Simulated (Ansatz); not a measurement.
AlN (space group P6_3mc, No. 186): the input geometry of an electronic-structure calculation (not necessarily at equilibrium).

```
CELL_PARAMETERS angstrom
3.14400 0.00000 0.00000
-1.57200 2.72278 0.00000
0.00000 0.00000 5.04600
ATOMIC_POSITIONS crystal
N 0.66667 0.33333 0.38100
N 0.33333 0.66667 0.88100
Al 0.66667 0.33333 0.00000
Al 0.33333 0.66667 0.50000
```

Describe the stacking along c, with columns A (0, 0), B (1/3, 2/3), C (2/3, 1/3) of the hexagonal mesh.

Al(C) – N(C) – Al(B) – N(B) (four layers in 5.05 Å).

N layers alone: CB, the hexagonal close-packed type.

Al: two tetrahedral sites in each hexagonal cell.

Polytype symbol 2H, the symbol of a tetrahedral polytype (number of double layers in the repeat and lattice).

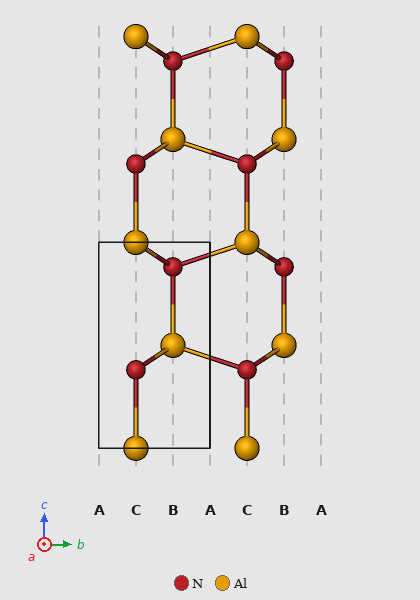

The picture looks along a close-packed row of the hexagonal mesh; c points upwards. The dashed lines mark the three columns A (0, 0), B (1/3, 2/3) and C (2/3, 1/3). The sequence starts with the first layer at or above the cell's origin.
